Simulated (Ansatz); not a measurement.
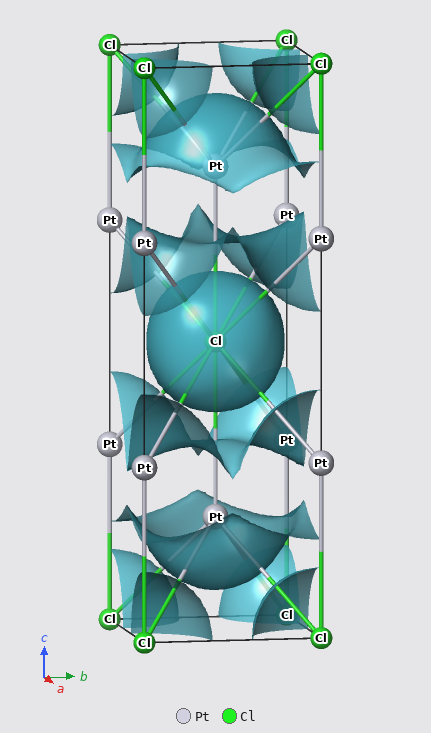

Pt2Cl. Isosurface of the valence charge density (pseudo) at 0.2 e/Å³ (cyan), seen slightly off an axis. Sticks mark near contacts.

Space group I4/mmm; started from the MoSi2 (C11b)_139 prototype, which need not be the ambient phase; computed without spin polarisation.

Level of theory: DFT PBE, scalar-relativistic, plane waves, PAW (Ansatz 0.2.0).

```
CELL_PARAMETERS angstrom
3.28110 0.00000 0.00000
0.00000 3.28110 0.00000
0.00000 0.00000 10.54557
ATOMIC_POSITIONS crystal
Pt 0.50000 0.50000 0.19530
Pt 0.00000 0.00000 0.69530
Pt 0.00000 0.00000 0.30470
Pt 0.50000 0.50000 0.80470
Cl 0.00000 0.00000 0.00000
Cl 0.50000 0.50000 0.50000
```

What does this surface tell about the bonding?

Answer. At this value the density is joined into sheets; it holds about 95 % of the electrons treated as valence (semicore included). It bridges none of the near contacts. It is pinched off along the shortest Pt–Cl (3.10 Å) and Pt–Cl (3.21 Å) contacts. On the grid the lowest density along these lines, outside the cores, is 0.14 e/Å³ (Pt–Cl, 3.10 Å) and 0.14 e/Å³ (Pt–Cl, 3.21 Å).
